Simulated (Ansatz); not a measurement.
# ScB3 (built on the sites of a database entry of ScGa3): from the cell to its phonons, part 2 of 2

Aim: the phonons of ScB3 (built on the sites of a database entry of ScGa3) at a cell relaxed beforehand at this level. After the zone centre comes a 4×4×4 q mesh on a 12×12×12 k mesh.

Ansatz 0.2.0; DFT LDA, scalar-relativistic, plane waves, norm-conserving pseudopotentials.

So far. Step 2 (Zone-centre response): Before it was imposed, the acoustic sum rule was missed by 3.5e-5 eV/Å². Small misses are needed for a sound result but don't prove that mesh and cutoff are converged. The lowest optical mode is imaginary, 404.2i cm⁻¹, so the energy falls along it.

The structure was built from a prototype and need not be the compound's stable phase.

### Step 3. Phonons on a q mesh (continued)

Frequencies (cm⁻¹) solved at each irreducible wavevector; negative means imaginary. Frequencies by wavevector, by row:

```tsv
q in reciprocal lattice units	star	mode 1	mode 2	mode 3	mode 4	mode 10	mode 11	mode 12
0 0 0	1	-404.2	-404.2	-404.2	0	644	644	644
0 0 0.25	6	-361.7	-361.7	-328.1	142.1	617.6	617.6	621.9
0 0 -0.5	3	-266.4	-266.4	-154.6	212.4	543.1	577	577
0 0.25 0.25	12	-361.2	-339.1	-252.7	216.9	535.9	592.1	633.4
0 0.25 -0.5	12	-326.5	-312.3	-101.3	286.5	561.5	565.2	612.6
0 -0.5 -0.5	3	-436.1	-270.8	122.9	320.6	591.9	619.7	619.7
0.25 0.25 0.25	8	-412.4	-258.8	-258.8	210.3	569.7	622.8	622.8
0.25 0.25 -0.5	12	-426	-253.3	-230.8	188.2	574.9	605.4	608.3
0.25 -0.5 -0.5	6	-477.8	-284.8	-166.1	176.4	615.7	621.7	621.7
-0.5 -0.5 -0.5	1	-529.3	-290.5	-290.5	52.5	634.3	634.3	634.3
```

Interpolated from a 4×4×4 q mesh. Phonon branches along the path, in cm⁻¹:

```tsv
point	branch 1	branch 2	branch 3	branch 4	branch 9	branch 10	branch 11	branch 12
Γ	-404	-404	-404	0	399	644	644	644
X	-266	-266	-155	212	540	543	577	577
M	-436	-271	123	321	425	592	620	620
Γ	-404	-404	-404	0	399	644	644	644
R	-529	-290	-290	52	589	634	634	634
X	-266	-266	-155	212	540	543	577	577
jump to R	-529	-290	-290	52	589	634	634	634
M	-436	-271	123	321	425	592	620	620
```

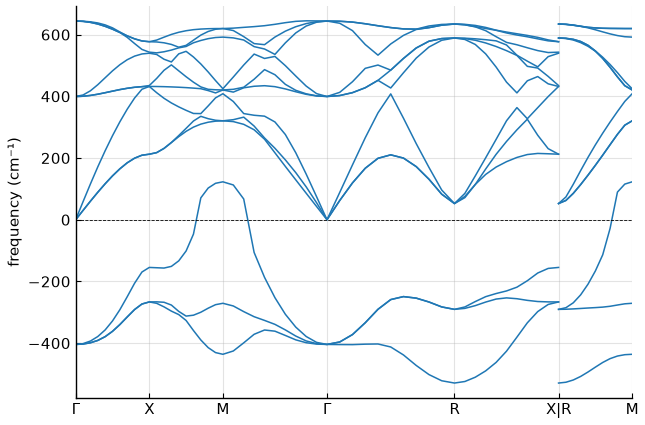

Phonon branches along the path.

The phonon density of states has structure finer than the step of the table below, so its rows give means over 50 cm⁻¹, whole bins alone (the curve runs from -535 to 645 cm⁻¹). Peaks (cm⁻¹: height): -285.0: 0.0228, 205.0: 0.0211, 355.0: 0.0161, 435.0: 0.0339, 615.0: 0.0555.

Tetrahedra on a 20×20×20 mesh, mean over bins of 10 cm-1. Interpolated from a 4×4×4 q mesh. Table of phonon density of states by wavenumber; means over each step:

```tsv
wavenumber (cm⁻¹)	phonon density of states (1/cm⁻¹/cell)
-500	0.00132
-450	0.00332
-400	0.00865
-350	0.00931
-300	0.0156
-250	0.0100
-200	0.00577
-150	0.00314
-100	0.00118
-50	5.0e-4
0	3.6e-4
50	6.7e-4
100	0.00225
150	0.00537
200	0.0158
250	0.0138
300	0.00954
350	0.0108
400	0.00833
450	0.0226
500	0.0166
550	0.0255
600	0.0396
```

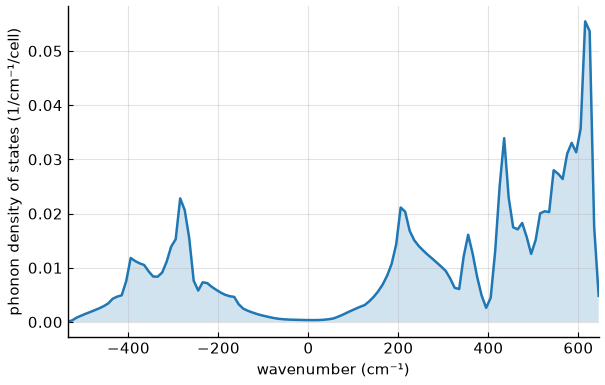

Phonon density of states, plotted against wavenumber.

The partial phonon density of states has structure finer than the step of the table below, so its rows give means over 100 cm⁻¹, whole bins alone (the curve runs from -537 to 674 cm⁻¹). Peaks (cm⁻¹: height): B -277.8: 0.0200, 209.4: 0.00903, 430.2: 0.0239, 620.6: 0.0377; Sc 209.4: 0.0105, 354.1: 0.00747, 620.6: 0.0121.

Phonopy on the run's constants, 17x17x17 mesh, Gaussian sigma 8.6 cm-1. Interpolated from a 4×4×4 q mesh. The partial phonon density of states by wavenumber; means over each step; values in 1/cm⁻¹/cell:

```tsv
wavenumber (cm⁻¹)	B	Sc
-400	0.00772	5.7e-5
-300	0.0131	1.3e-4
-200	0.00553	1.2e-4
-100	0.00133	2.2e-5
0	2.8e-4	2.9e-5
100	0.00138	0.00112
200	0.00615	0.00704
300	0.00456	0.00576
400	0.0107	0.00325
500	0.0144	0.00425
600	0.0233	0.00813
```

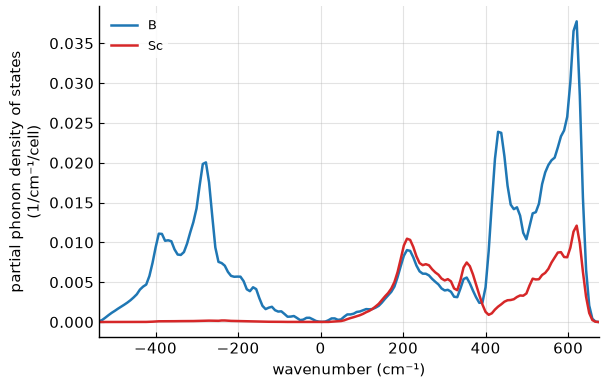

Partial phonon density of states against wavenumber.

Symmetry leaves 10 wavevectors to solve. The lowest mode among them, the acoustic zeros apart, lies at q = (-0.5, -0.5, -0.5) and is imaginary, 529.3i cm⁻¹, so the energy falls along it.

### Step 4. Isotope substitution

An isotope changes the mass and not the force constants, so no new electronic calculation is needed; the shifts show which modes move this element.

The same force constants with the mass of B changed from 10.810 to 10.013 u (phonopy, no LO-TO term). Both lists are sorted by frequency; levels can cross, so a row need not hold one and the same mode. Modes under 3 cm⁻¹ are left out. Isotope shifts, by row, the first 40 of 45 rows:

```tsv
q	rank	natural mass (cm⁻¹)	changed mass (cm⁻¹)
0 0 0	1	-404.2	-419.4
0 0 0	2	-404.2	-419.4
0 0 0	3	-404.2	-419.4
0 0 0	7	399.4	415
0 0 0	8	399.4	415
0 0 0	9	399.4	415
0 0 0	10	644	659.5
0 0 0	11	644	659.5
0 0 0	12	644	659.5
0 0 0.25	1	-361.7	-375.6
0 0 0.25	2	-361.7	-375.6
0 0 0.25	3	-328.1	-340.7
0 0 0.25	4	142.1	144.3
0 0 0.25	5	142.1	144.3
0 0 0.25	6	272.3	275.9
0 0 0.25	7	416.9	433.1
0 0 0.25	8	416.9	433.1
0 0 0.25	9	482.5	501.3
0 0 0.25	10	617.6	632
0 0 0.25	11	617.6	632
0 0 0.25	12	621.9	638.2
0 0 -0.5	1	-266.4	-276.8
0 0 -0.5	2	-266.4	-276.8
0 0 -0.5	3	-154.6	-160.6
0 0 -0.5	4	212.4	216
0 0 -0.5	5	212.4	216
0 0 -0.5	6	432	435
0 0 -0.5	7	432	448.8
0 0 -0.5	8	434.9	448.8
0 0 -0.5	9	539.7	560.8
0 0 -0.5	10	543.1	564.3
0 0 -0.5	11	577	589.6
0 0 -0.5	12	577	589.6
0 0.25 0.25	1	-361.2	-375.2
0 0.25 0.25	2	-339.1	-352.3
0 0.25 0.25	3	-252.7	-262.2
0 0.25 0.25	4	216.9	220.4
0 0.25 0.25	5	231.6	235
0 0.25 0.25	6	316.9	322.1
0 0.25 0.25	7	431.3	448.2
```

A mode of this element alone would shift by +3.90 %. The highest zone-centre frequency without the field goes from 644.0 to 659.5 cm⁻¹ (+2.4 %).

### Step 5. Results

```json
{
 "space group (within 0.01 Å)": "Pm-3m",
 "volume per atom": "8.69 Å³",
 "electronic character": "no gap on this mesh",
 "highest optical mode at the zone centre (no LO-TO term)": "644 cm⁻¹",
 "lowest optical zone-centre mode": "-404 cm⁻¹",
 "lowest mode on the q mesh (acoustic modes at Γ apart)": "-529 cm⁻¹",
 "highest frequency on the path or at a solved wavevector": "645 cm⁻¹",
 "imaginary modes on the 4×4×4 q mesh": "yes"
}
```

What this shows: Modes are clearly imaginary (beyond 10i cm⁻¹) at 10 of the 10 irreducible wavevectors, most at q = (-0.5, -0.5, -0.5) (529.3i cm⁻¹), so this structure is not a minimum of the energy. The optical modes at Γ span -404 to 644 cm⁻¹ (negative means imaginary). With no gap, or one that is small against the smearing, the frequencies hang on the k mesh and the smearing, most of all near Kohn anomalies. The starting cell was built on a prototype and not taken from a measurement, so the phase need not exist. These are harmonic frequencies at zero temperature: anharmonic shifts, linewidths and thermal expansion are left out.

[Logs are printed without paths, hosts, clocks, repeated set-up lines and the standing remarks that a program may print on its own settings, such as how far it seeks lower states.]

[Hosts, paths, dates, database ids (printed as entryN), source tags and the programs' standing remarks are cut or masked in the printed files.]
